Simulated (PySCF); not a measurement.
# Run report: C$_{3}$H$_{12}$Si$_{3}$, NMR shielding calculation

The run: NMR shielding calculation of C$_{3}$H$_{12}$Si$_{3}$. Method and program: GIAO PBE0/pcSseg-1 NMR shielding, non-relativistic, gas phase (PySCF 2.14.0).

The geometry comes from this level: GFN2-xTB. It belongs to a series of runs on one base structure; here: PBE0/pcSseg-1; conv 1e-07; aux def2-qzvpp-jkfit. Figures and captions count atoms from 1; the log counts them from 0 in places.

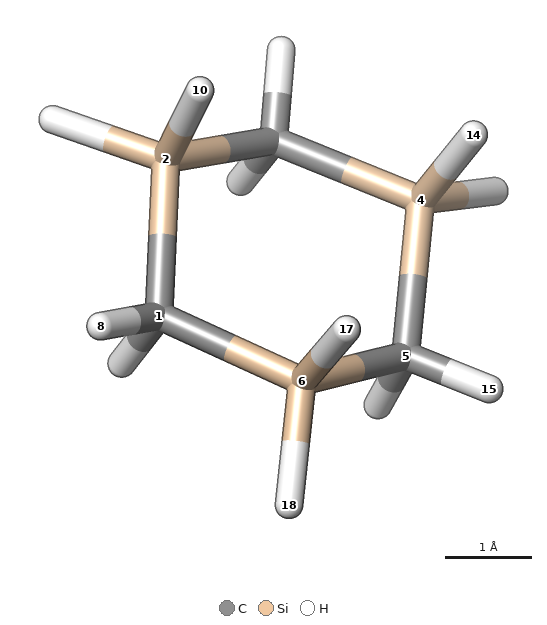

The structure as given in the input (stick view, seen at a tilt; atoms are numbered from 1 in the order of the input). Bond lengths as drawn: C–H 1.09 Å, C–Si 1.90 Å and H–Si 1.47 Å.

## Key numbers

- outcome: converged
- total energy: −989.494234 hartree
- HOMO: −8.20 eV
- LUMO: 0.62 eV
- dipole moment: 0.89 D
- isotropic shielding, C: 195.5 to 195.5 ppm
- isotropic shielding, Si: 392.3 to 392.4 ppm
- isotropic shielding, H: 27.0 to 32.0 ppm
- hardware: 1 CPU thread, shared host
- wall time: 34 s
- peak memory: 0.81 GiB

## Remarks

Settings chosen away from the usual ones: PBE0/pcSseg-1; conv 1e-07; aux def2-qzvpp-jkfit.

## The input
```
{"job": {"kind": "nmr", "xc": "PBE0", "basis": "pcSseg-1", "pop": true, "scf": {"conv": 1e-07, "aux": "def2-qzvpp-jkfit"}}, "charge": 0, "multiplicity": 1}
C     -0.725809     1.329542    -0.993229
Si     1.073516     1.466687    -0.399456
C      1.778976    -0.282565    -0.170665
Si     0.750633    -1.399129     0.971594
C     -1.038448    -1.443607     0.334270
Si    -1.838223     0.266393     0.120757
H     -0.734795     0.914220    -2.001160
H     -1.152790     2.327475    -1.077923
H      1.874845     2.203131    -1.393566
H      1.127877     2.203860     0.870636
H      1.865911    -0.759087    -1.147434
H      2.793604    -0.210707     0.217511
H      1.312490    -2.762159     0.981455
H      0.782313    -0.874354     2.344047
H     -1.644515    -2.039248     1.014916
H     -1.060995    -1.966482    -0.622253
H     -2.002457     0.911658     1.430679
H     -3.170893     0.120690    -0.491835
```

The first line tells a small driver script what to run in PySCF; the rest is the geometry in Å.

Launched with:
```bash
OMP_NUM_THREADS=1 python <driver script> task.json out
```

## The program's output
```
final grid: 133872 points
cycle   1  E = -989.4257617805  dE =  2.049e-01  |g| = 5.247e-01  |ddm| = 3.775e+00
cycle   2  E = -989.3947232404  dE =  3.104e-02  |g| = 6.113e-01  |ddm| = 9.483e-01
cycle   3  E = -989.4934810154  dE = -9.876e-02  |g| = 4.952e-02  |ddm| = 5.991e-01
cycle   4  E = -989.4941871596  dE = -7.061e-04  |g| = 1.319e-02  |ddm| = 8.281e-02
cycle   5  E = -989.4942325045  dE = -4.534e-05  |g| = 1.684e-03  |ddm| = 1.761e-02
cycle   6  E = -989.4942334944  dE = -9.899e-07  |g| = 4.550e-04  |ddm| = 3.376e-03
cycle   7  E = -989.4942335588  dE = -6.440e-08  |g| = 7.127e-05  |ddm| = 7.687e-04
converged SCF energy = -989.4942335588

GIAO shielding tensors (ppm)
atom      isotropic    diamagn.    paramagn.     s11        s22        s33       span
  0 C      195.508     257.872     -62.364    186.730    192.297    207.498     20.768
  1 Si     392.404     880.301    -487.897    363.709    383.487    430.015     66.307
  2 C      195.470     257.862     -62.392    186.751    192.261    207.398     20.647
  3 Si     392.344     880.311    -487.966    363.803    383.723    429.507     65.705
  4 C      195.452     257.869     -62.417    186.755    192.231    207.371     20.616
  5 Si     392.418     880.307    -487.890    363.663    383.643    429.946     66.283
  6 H       31.892      32.489      -0.597     28.097     28.668     38.912     10.815
  7 H       31.993      30.088       1.905     26.560     28.284     41.136     14.575
  8 H       26.999      28.883      -1.884     22.884     24.902     33.211     10.328
  9 H       27.332      29.644      -2.313     24.405     25.211     32.380      7.975
 10 H       31.891      32.487      -0.597     28.096     28.668     38.908     10.812
 11 H       31.994      30.094       1.900     26.560     28.292     41.131     14.571
 12 H       26.993      28.881      -1.888     22.879     24.894     33.206     10.328
 13 H       27.330      29.651      -2.322     24.409     25.209     32.371      7.962
 14 H       31.994      30.100       1.894     26.562     28.296     41.123     14.561
 15 H       31.887      32.482      -0.595     28.086     28.669     38.905     10.819
 16 H       27.333      29.648      -2.315     24.403     25.214     32.382      7.979
 17 H       27.000      28.886      -1.886     22.883     24.904     33.213     10.330
```

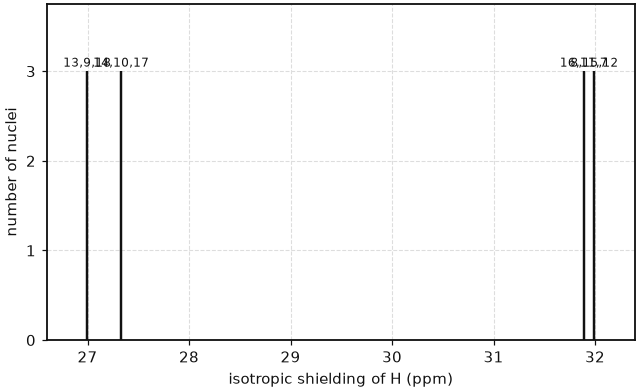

Isotropic shieldings of the hydrogen nuclei in this fixed geometry, labelled by atom number; shielding grows to the right, so chemical shift grows to the left. The least shielded is H13 (27.0 ppm), the most shielded H12 (32.0 ppm).

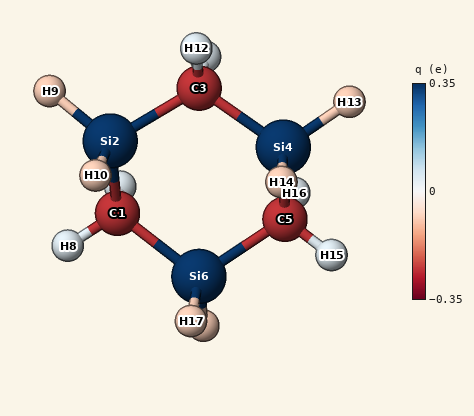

Hirshfeld charges, as the colour of each atom (ball-and-stick view, seen at a tilt; atoms are numbered from 1 in the order of the input). By element: C −0.25, Si +0.34 and H −0.09 to +0.04 e.
